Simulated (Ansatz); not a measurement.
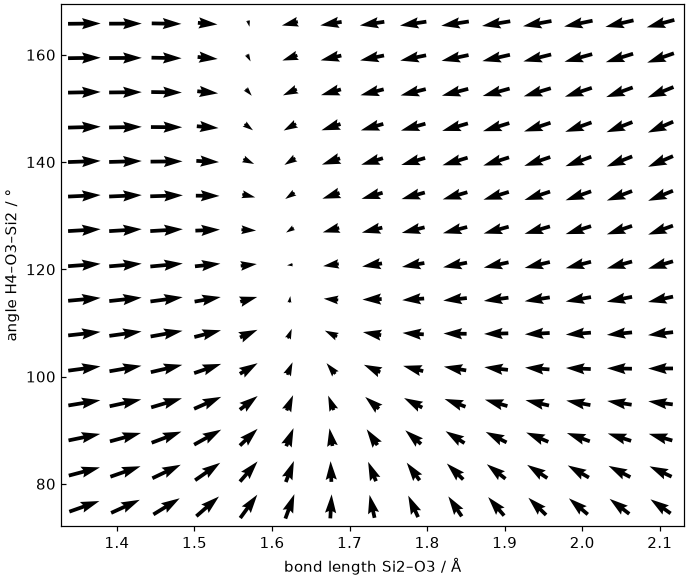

HNOSi, SMILES N#[Si]O. First axis: bond length Si2–O3. Second axis: angle H4–O3–Si2. Nothing is relaxed (all other coordinates rigid). Grid: 15 × 15 points. All numbers below come from Ansatz, RKS PBE0-D4/def2-TZVP.

Drawn: arrows along the force (downhill), their lengths compressed.

### The arrows alone are given. Where is the energy lowest?

The arrows converge at about bond length Si2–O3 = 1.616 Å, angle H4–O3–Si2 = 121° (read from the interpolated surface).

The energy map of the same scan:

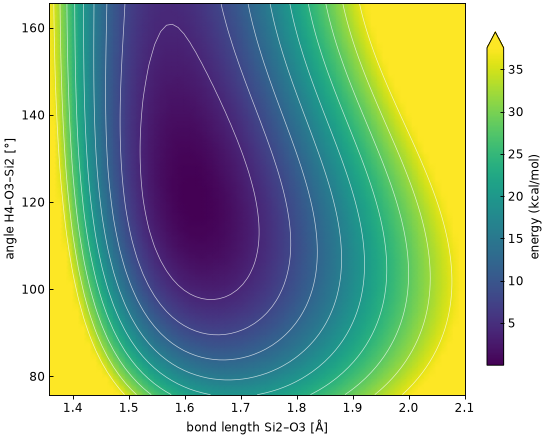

Energies are in kcal/mol, from the relaxed molecule at the same level; between grid points the surface is interpolated.
